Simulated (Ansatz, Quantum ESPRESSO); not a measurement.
# Simulated XPS, UPS and emission spectra of MoSi2

What would valence photoemission of MoSi2 look like, and what sets its shape?

Method: DFT, PBE, plane-wave PAW, default files, scalar-relativistic, in the first sound run; inputs show where later runs differ, in Ansatz 0.2.0 and Quantum ESPRESSO 7.5.

The database entry behind the starting cell is an old determination (1927), so it need not match the best structure at ambient conditions.

**1. Set-up**

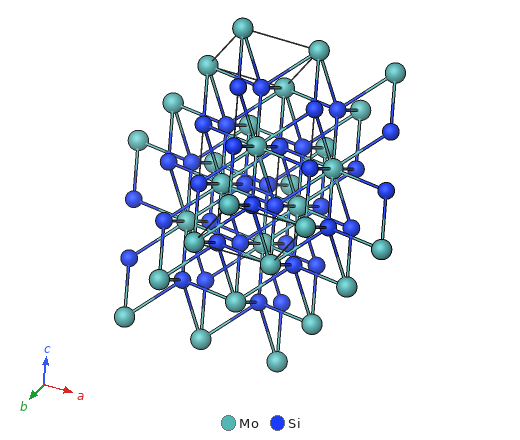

The starting structure, seen from a free direction (molybdenum teal, silicon blue). 2×3×1 cells are drawn. This picture shows the conventional cell, with its axes. Some periodic images of atoms are drawn too.

**2. Self-consistent run, DOS and bands**

First the ground state, then the DOS by atom and shell, which the cross sections turn into spectra. The DOS is taken on a denser mesh than the density.

The input, input.yaml:

```yaml
crystal:
  lattice:
    - [-1.6, 1.6, 3.9305]
    - [1.6, -1.6, 3.9305]
    - [1.6, 1.6, -3.9305]
  atoms:
    - { symbol: Mo, position: [0.0, 0.0, 0.0] }
    - { symbol: Si, position: [0.667, 0.667, 0.0] }
    - { symbol: Si, position: [0.333, 0.333, 0.0] }
kpoints:
  mp_grid: { grid: [16, 16, 16] }
  band_path:
    path:
      - [[0.0, 0.0, 0.0], [0.0, 0.0, 0.5], [0.25, 0.25, 0.25], [0.0, 0.5, 0.0], [0.0, 0.0, 0.0], [0.5, 0.5, -0.5], [0.291427, 0.708573, -0.291427]]
      - [[-0.291427, 0.291427, 0.291427], [0.0, 0.0, 0.0]]
      - [[0.0, 0.0, 0.5], [-0.082854, 0.082854, 0.5]]
      - [[0.5, 0.5, -0.082854], [0.5, 0.5, -0.5]]
    npoints: 10
scf:
  occupations: { method: fermi_dirac, width: 0.05 }
  n_extra_bands: 10
hamiltonian:
  xc: pbe
  pseudopotentials: { kind: paw }
output:
  forces: true
  stress: true
  dos:
    projected: true
    de: 0.05
    e_range: [-36, 12]
    nscf_kmesh: { grid: [28, 28, 28] }
  fatbands: true
  write_density: true
  write_potential: true
  elf: true
  volumetric_format: npy
```

Command:

```sh
$ ansatz run input.yaml --threads 2 --pin off --max-ram 6144MiB --backend cpu --events-out ev --progress --plain --runs-dir out
```

Numbers of over 12 decimals in the logs are rounded to 6 here.

What it wrote:

```text
scf.n_extra_bands = 10 over 11 filled bands (N_el = 22.0): the run solves 21 bands
Engine: ansatz 0.2.0, aarch64-unknown-linux-gnu
Pseudopotentials: kind: paw
Pseudopotential: Mo, paw, valence charge 14, recommended cutoff 420 eV (normal), Mo.paw.azcp
Pseudopotential: Si, paw, valence charge 4, recommended cutoff 420 eV (normal), Si.paw.azcp
Functional definition: PBE
  parameter kappa = 0.804
  parameter beta = 0.066725
  exchange = pbe_x(kappa = kappa, mu = beta*pi^2/3)
  correlation = pbe_c(beta = beta)
Crystal: 3 atoms, lattice volume = 40.248 Å³
Basis set: ecut = 420 eV, 769 PW (Γ), exchange–correlation on 64×64×64 points (8 copies of the dense FFT grid, shifted against one another)
Bands: 21, of which v1, the nominal top of the filled ones, is band 11 counted from 1 (10 counted from 0)
Symmetry: 16 space group operations
Space group: I4/mmm (ITA 139), of the structure as read, at distance tolerance 3.4e-5 Å
k-points: 349 of 4096
Non-local potential: Mo, projectors of the file, l = 0: 3, l = 1: 2, l = 2: 2, l = 3: 1
Non-local potential: Si, projectors of the file, l = 0: 2, l = 1: 2, l = 2: 2
PAW form: soft (Blöchl's): semilocal exchange-correlation on the pseudo side does not see the compensation charge
PAW one-centre angular grid: Mo, 590 points (default); XC on 64 Gauss nodes
PAW one-centre angular grid: Si, 110 points (default); XC on 64 Gauss nodes
Initial density: superposition of atomic densities (neutral atoms: chi_scale 0, normalization atom), corrected by the library's trained network
Initial wavefunctions: pseudopotential atomic-orbital guess
Functional: x = pbe(κ = 0.804, μ = 0.219515), c = pbe(β = 0.066725)
SCF iter   1: F=—  HF=-6229.119800 eV  |F-HF|=—  |Δ(HF+E_count)|=         —  Δρ=4.83e-3  dr2=8.70e-3  ethr=1.77e-3  ⟨swp⟩=5.2  Hψ=38801  notcnv=0  defer=8
preconditioner: auto → Kerker (q_TF=auto, 2.467 Å⁻¹)  [metal: Δε(μ)=0.005 eV  Ē_g=11.339 eV  σ=0.050 eV  W_gap=0.03  n_scr=10 (ndim 8)  ℏωp=21.9 eV  f_vac=0.000  D(μ)=0.28/eV (n_scr^D=0)]
SCF iter   2: F=—  HF=-6229.118565 eV  |F-HF|=—  |Δ(HF+E_count)|=   1.23e-3  Δρ=2.69e-3  dr2=3.47e-3  ethr=3.95e-5  ⟨swp⟩=1.0  Hψ=10121  notcnv=0  defer=680
SCF iter   3: F=—  HF=-6229.117874 eV  |F-HF|=—  |Δ(HF+E_count)|=   6.92e-4  Δρ=2.93e-4  dr2=2.85e-5  ethr=1.58e-5  ⟨swp⟩=2.3  Hψ=9691  notcnv=0  defer=680
SCF iter   4: F=—  HF=-6229.117871 eV  |F-HF|=—  |Δ(HF+E_count)|=   2.51e-6  Δρ=6.53e-5  dr2=2.55e-6  ethr=1.30e-7  ⟨swp⟩=2.5  Hψ=10197  notcnv=0  defer=680
iter 5 did not close the SCF: its close was put off for the readings that it lacked (scf_convergence_deferred on its scf_iter line)
SCF iter   5: F=-6229.117871 eV  HF=-6229.117871 eV  |F-HF|=1.61e-9  |Δ(HF+E_count)|=   5.18e-7  Δρ=1.31e-5  dr2=4.35e-8  ethr=1.16e-8  ⟨swp⟩=2.2  Hψ=8120  notcnv=0  defer=680
SCF iter   6: F=-6229.117871 eV  HF=-6229.117871 eV  |F-HF|=1.14e-10  |Δ(HF+E_count)|=   4.06e-9  Δρ=1.68e-6  dr2=6.87e-10  ethr=1.98e-10  ⟨swp⟩=9.6  Hψ=42022  notcnv=0
SCF 1 converged in 6 iterations: F = -6229.117871 eV  dr2 = 6.87e-10
  greatest PAW one-centre occupation: 0.998 electrons in one spin orbital (limit 2), on the Mo atom at site 0 (counted from 0), in its partial waves of l = 0
NSCF: frozen V_eff on 94 k-points
NSCF: frozen V_eff on 1639 k-points
SCF converged after 6 iterations
Free energy (F): -6229.117871 eV
Harris-Foulkes:  -6229.117871 eV  (|F-HF|=1.14e-10)
Internal energy: -6229.115556 eV  (E = F + TS)
E sigma→0 (E₀):  -6229.116713 eV
Entropy (-TS):   -0.002315 eV (-0.772 meV/atom)
Fermi energy:    15.975942 eV
--- Per-component energies (eV) ---
  E_band       = -46.628819
  E_kinetic    = 531.230630
  E_local      = -1147.698634  (includes V_loc(G=0)·N_el)
  E_nonlocal   = 192.662565
  E_hartree    = 427.476641
  E_xc         = -298.470553
  E_vxc        = -328.820665  (∫ρ·V_xc dr)
  E_paw        = -4226.794127  (= ΣΔE_a)
  E_vpaw       = -148.956157  (= ΣTr[D̂ρ^β])
  E_aug_tail   = 0.000041  (compensation charges beyond the density's cutoff)
  E_ewald      = -1707.522119
  E_smearing   = -0.002315  (= −TS)
  E_closure    = -0.000000  (closes the sum)
  Σ components = -6229.117871   (vs F -6229.117871, Δ=0.00e0)
--- Forces (eV/Å), atoms counted from 1 ---
  atom   1  Mo     0.00000000     0.00000000     0.00000000
  atom   2  Si    -0.00000000     0.00000000    -0.28076033
  atom   3  Si     0.00000000    -0.00000000     0.28076033
  max |Σ_I F_I| component: 5.55e-17 eV/Å
--- Stress (GPa, compression-positive) ---
        2.634904       0.000000       0.000000
        0.000000       2.634904       0.000000
        0.000000       0.000000       1.438473
  P = ⅓ Tr σ = 2.2361 GPa (22.361 kbar)
--- Band table (eV; the first three rows and the last of 349) ---
  k-point 0: bands = [... 7 lower, 12.9669, 13.3267, 13.3267, 16.3950, 19.0619, 19.0964, 19.6213, 19.6213, ... 6 higher]
  k-point 1: bands = [... 7 lower, 13.0019, 13.0139, 13.8019, 15.9472, 18.6845, 19.3288, 19.4226, 19.6746, ... 6 higher]
  k-point 2: bands = [... 7 lower, 12.2923, 13.1113, 14.3802, 14.9207, 18.2407, 19.3466, 19.6107, 19.7879, ... 6 higher]
  k-point 348: bands = [... 7 lower, 13.6997, 15.3967, 15.3967, 15.4589, 15.4589, 16.5294, 20.6026, 21.1418, ... 6 higher]
```

The job ended after 33 s (2 threads of Arm Neoverse V1, shared host; peak memory 0.95 GiB).

In the SCF lines HF is the Harris–Foulkes energy and dr2 the Hartree energy of the density residual, in eV; the loop may stop once dr2 is under the threshold and the program's other checks hold. Hψ counts applications of the Hamiltonian.

Numbers from this step:

```
free energy                                    : -6229.1179 eV
energy at zero smearing                        : -6229.1167 eV
smearing term TS                               : 0.002315 eV
Fermi energy                                   : 15.98 eV
symmetry operations                            : 16
pressure                                       : 2.236 GPa
zero of energy                                 : Fermi level
share of occupied states in no projected shell : 0.0104 of the occupied states in the window
DOS at the Fermi level                         : 0.2584 states/eV/cell
```

Electronic bands along the path, in eV, zero at the Fermi level; # counts the bands kept:

```
     point     #4     #5     #6     #7     #8    #9   #10   #11
         Γ  -3.01  -2.65  -2.65   0.42   3.08  3.12  3.64  3.64
         X  -5.27  -4.49  -3.06  -1.13   2.33  2.72  3.02  3.25
         P  -6.25  -2.78  -2.05  -2.05   0.23  2.33  4.00  4.00
         N  -4.47  -2.61  -2.50  -0.51   2.27  3.03  4.03  4.26
         Γ  -3.01  -2.65  -2.65   0.42   3.08  3.12  3.64  3.64
         M  -2.28  -0.58  -0.58  -0.52  -0.52  0.55  4.62  5.16
         S  -2.78  -2.41  -2.32  -0.42   1.51  3.08  3.56  4.52
jump to S0  -2.78  -2.41  -2.32  -0.42   1.51  3.08  3.56  4.52
         Γ  -3.01  -2.65  -2.65   0.42   3.08  3.12  3.64  3.64
 jump to X  -5.27  -4.49  -3.06  -1.13   2.33  2.72  3.02  3.25
         R  -4.50  -3.88  -2.93  -1.71   1.79  1.95  2.58  4.70
 jump to G  -4.50  -3.88  -2.93  -1.71   1.79  1.95  2.58  4.70
         M  -2.28  -0.58  -0.58  -0.52  -0.52  0.55  4.62  5.16
```

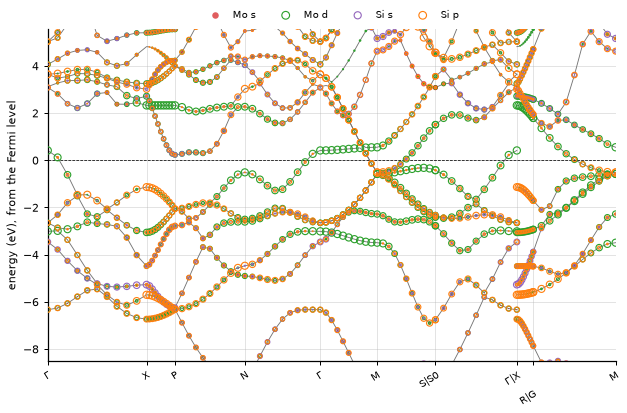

Electronic bands along the path; dots are coloured as in the legend, and their area grows with the weight.

The DOS has structure finer than the step of the table below, so its rows give means over 2.5 eV, whole bins alone (the curve runs from -36.0 to 9.32 eV). Peaks (eV: height): total -34.88: 31.1, -2.17: 4.69; Mo 4d -2.17: 2.66, 2.23: 1.78; Si 3p -34.88: 0.559, -6.08: 0.941, -2.17: 1.72, 7.22: 0.800; Si 3s -9.07: 0.548, -8.57: 0.501, 2.23: 0.468, 3.42: 0.310; Mo 5s -3.67: 0.0847, 3.33: 0.249, 4.12: 0.234, 8.53: 0.178.

* holds the states left over by the projection beside any projected weight of its own. DOS against E, zero at the Fermi level; means over each step; values in states/eV/cell:

```csv
E (eV),total,Mo 4d,Si 3p,Si 3s,Mo 5s,Mo 5p*,Mo 4p
-15.0,0,0,0,0,0,0,0
-12.5,0.265,0.00668,0.0580,0.137,0.0603,0.00375,0
-10.0,0.675,0.0990,0.206,0.323,0.0350,0.0127,0
-7.5,0.677,0.167,0.252,0.229,0.0190,0.00983,0
-5.0,1.09,0.326,0.597,0.105,0.0376,0.0204,0
-2.5,2.52,1.38,0.903,0.127,0.0312,0.0743,0
0.0,0.718,0.488,0.153,0.0507,0.00303,0.0225,0
2.5,1.91,0.886,0.512,0.278,0.0833,0.149,0
5.0,1.77,0.364,0.709,0.186,0.136,0.378,0
7.5,1.48,0.150,0.645,0.0790,0.0914,0.513,0
```

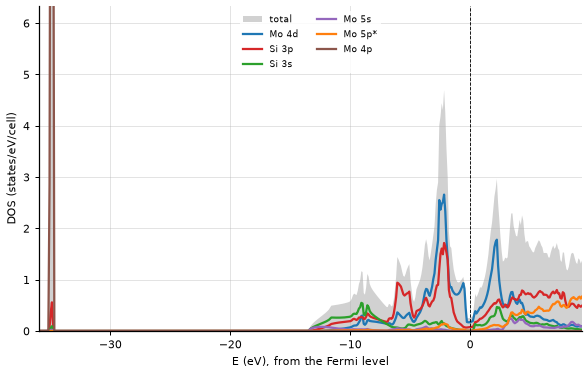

DOS, plotted against E. The peaks of deep states run off the scale.

Simulated valence spectra by photon energy, shown to 13 eV, since a deeper line would dwarf them at some energies; the 100 % can be that line's tail at the edge; this run's widths, added to any smearing of the DOS itself: Gaussian 0.1 eV, Lorentzian 0.05 eV. Intensity against binding energy, zero at the Fermi level; values in % of the maximum within 13 eV:

| binding energy (eV) | 21.2 eV | 60 eV | 900 eV | 1486.7 eV | 5414.7 eV |
| --- | --- | --- | --- | --- | --- |
| -1 | 0.199 | 0.194 | 0.203 | 0.206 | 0.224 |
| 0 | 3.90 | 3.50 | 3.76 | 3.75 | 3.59 |
| 1 | 28.9 | 24.3 | 27.7 | 27.7 | 27.1 |
| 2 | 75.6 | 80.0 | 76.5 | 76.4 | 76.2 |
| 3 | 45.3 | 46.1 | 46.8 | 47.5 | 52.6 |
| 4 | 20.3 | 25.2 | 23.3 | 24.1 | 31.2 |
| 5 | 12.4 | 20.3 | 15.6 | 16.0 | 20.8 |
| 6 | 14.1 | 25.1 | 17.3 | 17.3 | 20.6 |
| 7 | 6.12 | 9.85 | 8.67 | 9.38 | 14.9 |
| 8 | 7.82 | 14.7 | 13.0 | 14.5 | 26.3 |
| 9 | 11.0 | 20.6 | 19.3 | 22.0 | 41.9 |
| 10 | 3.44 | 10.4 | 8.65 | 10.2 | 22.3 |
| 11 | 1.77 | 8.40 | 6.79 | 8.31 | 20.5 |
| 12 | - | 5.27 | 4.46 | 5.74 | 16.4 |

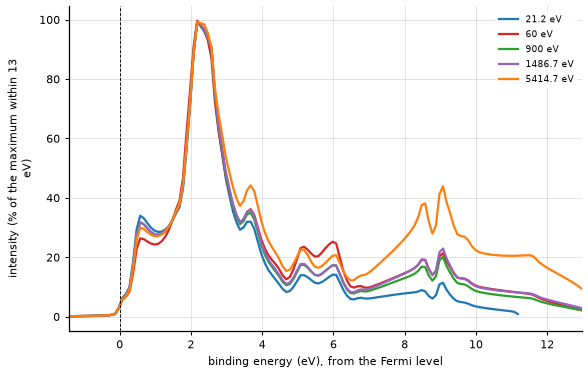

Intensity, plotted against binding energy.

Maxima picked by a test of local sharpness, so broad peaks and shoulders can be missing; peaks within 0.45 eV of a curve's cut are left out. Valence peaks, by row, the first 40 of 41 rows:

```
photon energy (eV)  binding energy (eV)  height (% of the maximum within 13 eV)  main shell  its share (%)
              21.2                 9.05                                   11.98       Mo 4d          92.82
              21.2                  8.5                                   9.049       Mo 4d          90.53
              21.2                 6.05                                   14.35       Mo 4d          92.35
              21.2                  5.1                                    14.2       Mo 4d          93.12
              21.2                 3.65                                   32.26       Mo 4d          97.11
              21.2                  2.2                                     100       Mo 4d          97.92
              21.2                  0.6                                   34.09       Mo 4d          99.59
                60                34.85                                   822.7       Mo 4p          99.14
                60                 9.05                                   22.04       Si 3s          42.73
                60                 8.55                                   19.59       Si 3s           42.6
                60                 6.75                                   10.39       Mo 4d          42.02
                60                    6                                   25.39       Si 3p          57.09
                60                 5.15                                   23.73       Si 3p          50.15
                60                 3.65                                   36.29       Mo 4d          62.89
                60                  2.2                                     100       Mo 4d          71.34
                60                  0.6                                   26.49       Mo 4d          93.38
               900                34.85                                    1749       Mo 4p          99.82
               900                 9.05                                   20.84       Mo 4d          49.05
               900                  8.5                                   17.21       Si 3s          46.54
               900                 6.05                                   17.56       Mo 4d          69.33
               900                  5.1                                   17.71       Mo 4d          68.63
               900                 3.65                                   35.16       Mo 4d          81.86
               900                  2.2                                     100       Mo 4d          89.98
               900                  0.6                                   31.85       Mo 4d          97.95
              1487                34.85                                    2709       Mo 4p          99.88
              1487                 9.05                                   23.74       Si 3s          51.12
              1487                 8.55                                   19.72       Si 3s          54.54
              1487                 6.05                                   17.55       Mo 4d          69.39
              1487                  5.1                                   18.04       Mo 4d          67.39
              1487                 3.65                                   36.08       Mo 4d           79.8
              1487                  2.2                                     100       Mo 4d          90.01
              1487                  0.6                                   31.88       Mo 4d          97.88
              5415                34.85                                    8876       Mo 4p          99.94
              5415                 9.05                                   45.17       Si 3s          73.06
              5415                 8.55                                   39.13       Si 3s          74.76
              5415                 6.05                                   20.99       Mo 4d          53.71
              5415                  5.1                                   22.89       Mo 4d          49.17
              5415                  3.7                                   44.19       Mo 4d          59.21
              5415                 2.35                                   98.53       Mo 4d           81.5
              5415                  2.2                                     100       Mo 4d          83.32
```

The intensity has structure finer than the step of the table below, so its rows give means over 5 eV, whole bins alone (the curve runs from -36.0 to 1.43 eV). Peaks (eV: height): Mo L-beta2 -2.4: 100.0; Si K-beta -5.8: 58.1, -2.3: 99.7; Si K-beta, E along x -5.8: 57.8, -2.2: 102; Si K-beta, E along y -5.8: 57.8, -2.2: 102; Si K-beta, E along z -5.3: 61.5, -2.4: 102.

Shapes are the site's partial DOS without matrix elements, which overweights lines from ligand s bands. Table of intensity by emission energy less the core level's binding energy, zero at the Fermi level; means over each step; values in % of the unpolarised maximum:

| emission energy less the core level's binding energy (eV) | Mo L-beta2 | Si K-beta | Si K-beta, E along x | Si K-beta, E along y | Si K-beta, E along z | Si L2,3 |
| --- | --- | --- | --- | --- | --- | --- |
| -30 | 0.226 | 0.0943 | 0.0901 | 0.0901 | 0.103 | 0.00269 |
| -25 | 0.340 | 0.0975 | 0.0953 | 0.0953 | 0.102 | 0.00403 |
| -20 | 0.601 | 0.178 | 0.175 | 0.175 | 0.184 | 0.00915 |
| -15 | 1.53 | 0.962 | 0.965 | 0.965 | 0.956 | 3.24 |
| -10 | 10.5 | 16.3 | 15.6 | 15.6 | 17.5 | 57.3 |
| -5 | 44.3 | 45.0 | 43.4 | 43.4 | 48.1 | 24.0 |

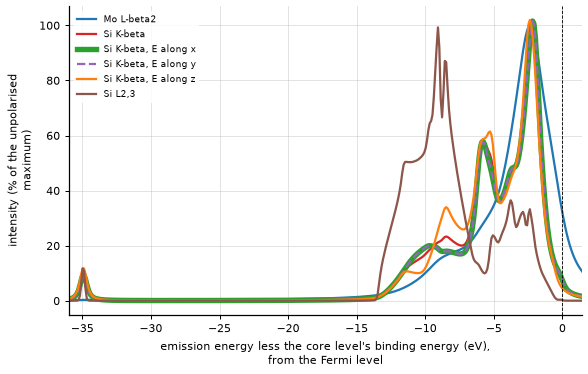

Intensity, plotted against emission energy less the core level's binding energy.

Sums over each group's atoms; left-over states aren't shared out by site. Site centres, by row:

| group | element | shell | occupied states | centre of occupied part (eV) | centre up to the window's top (eV) |
| --- | --- | --- | --- | --- | --- |
| Mo1 | Mo | 5s | 0.4641 | -8.547 | 0.5545 |
| Mo1 | Mo | 4p | 5.863 | -34.89 | -34.89 |
| Mo1 | Mo | 4d | 5.708 | -3.303 | -0.58 |
| Si2 | Si | 3s | 2.337 | -8.289 | -3.569 |
| Si2 | Si | 3p | 5.297 | -5.4 | -0.1264 |

Window up to 9.3 eV. Shell moments, by row:

```
element  shell  occupied states an atom  centre of occupied part (eV)  rms width of occupied part (eV)  centre up to the window's top (eV)  rms width up to the window's top (eV)
     Mo     5s                   0.4641                        -8.547                             4.58                              0.5545                                  7.436
     Mo     4p                    5.863                        -34.89                          0.07506                              -34.89                                0.07506
     Mo    5p*                   0.3291                        -4.039                            3.006                               5.371                                  3.791
     Mo     4d                    5.708                        -3.303                            2.478                               -0.58                                   3.98
     Si     3s                    1.169                        -8.289                            3.907                              -3.569                                  6.774
     Si     3p                    2.649                          -5.4                            5.108                             -0.1264                                  6.638
```

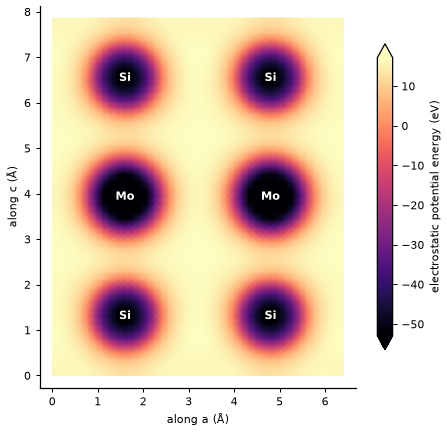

Electrostatic potential energy in the ac plane of the conventional cell at fractional y = 0.000, with atoms of Mo and Si within 0.2 Å of it. With pseudopotentials it is smooth inside the atoms' cores, unlike the true potential. The map starts off the cell's origin, so that atoms lie inside it.

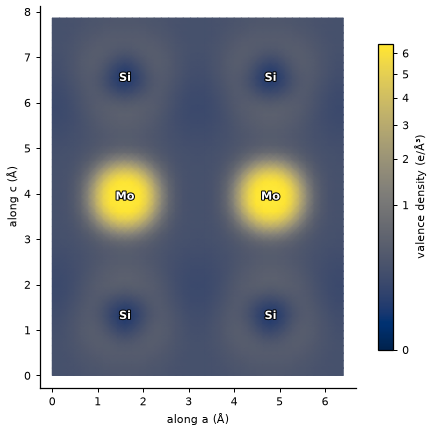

Valence density in the ac plane of the conventional cell at fractional y = 0.000, with atoms of Mo and Si within 0.2 Å of it. It is the smooth field of the valence electrons, not physical close to the nuclei. The map starts off the cell's origin, so that atoms lie inside it. The colour scale is stretched toward low values.

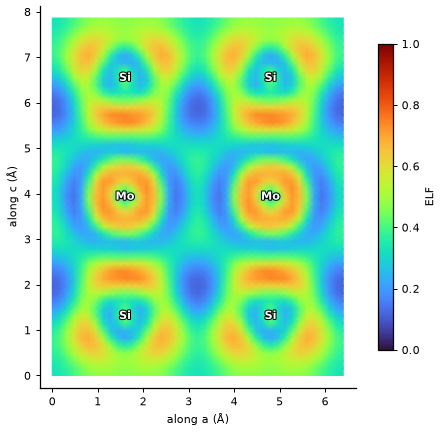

ELF in the ac plane of the conventional cell at fractional y = 0.000, with atoms of Mo and Si within 0.2 Å of it. It is the smooth field of the valence electrons, not physical close to the nuclei. The map starts off the cell's origin, so that atoms lie inside it.

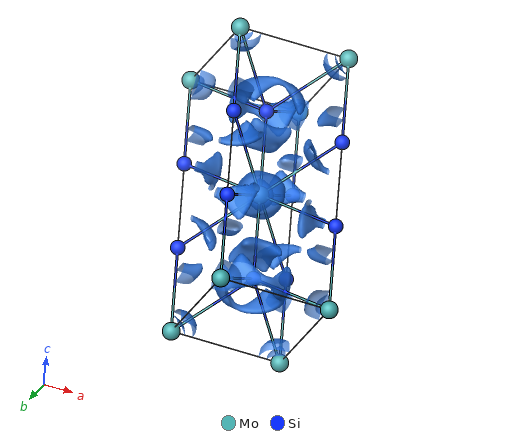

Surface of ELF = 0.67.

The spectra weight each projected shell by its atomic cross section (Dirac–Hartree–Slater) and angular factor, for unpolarised light with the analyser at 54.7° from the beam. Broadening, on top of any smearing of the DOS itself: a Gaussian of 0.1 eV and a Lorentzian of 0.05 eV plus 0 times the binding energy (full widths), Fermi edge at 20 K. Curves are cut 10 eV under the photon energy, above any shell that the free atom's threshold puts out of reach, or at the lower edge of the window: 11.2 eV at 21.2 eV, 36 eV at 60 eV, 36 eV at 900 eV, 36 eV at 1486.7 eV and 36 eV at 5414.7 eV. A star in tables and legends marks shells that hold the states left over by the projection (1.0 % of the filled ones), a stand-in for orbitals that the files don't project on. Dipole terms alone, which is rough above 3 keV; no background, satellites or final-state effects.

Share of each shell in the spectrum's area (%), by photon energy:

```csv
shell,21.2 eV,60 eV,900 eV,1486.7 eV,5414.7 eV
Mo 4p,0.0,43.3,63.6,72.2,86.5
Mo 4d,96.5,31.6,27.4,20.1,6.8
Si 3s,0.9,8.1,5.4,5.2,5.2
Si 3p,2.5,16.7,3.1,2.0,0.6
```

The DOS is smeared over a finite mesh, so a small value at the Fermi level depends on both. At the Fermi level the DOS is 0.26 states/eV a cell, and on the broadened curves Mo 4d holds 67 % of the total there.

(Continued in part 2 of 6.)

[Logs are printed without paths, hosts, clocks, repeated set-up lines and the standing remarks that a program may print on its own settings, such as how far it seeks lower states.]

[Hosts, paths, dates, database ids (printed as entryN), source tags and the programs' standing remarks are cut or masked in the printed files.]

[Maps of the electrostatic potential energy from Ansatz leave out the sawtooth potential of an applied field or a dipole correction, so their vacuum need not be flat; work functions include it.]

[Peak lists hold at most the 14 tallest peaks of each spectrum; further lines can be left out.]
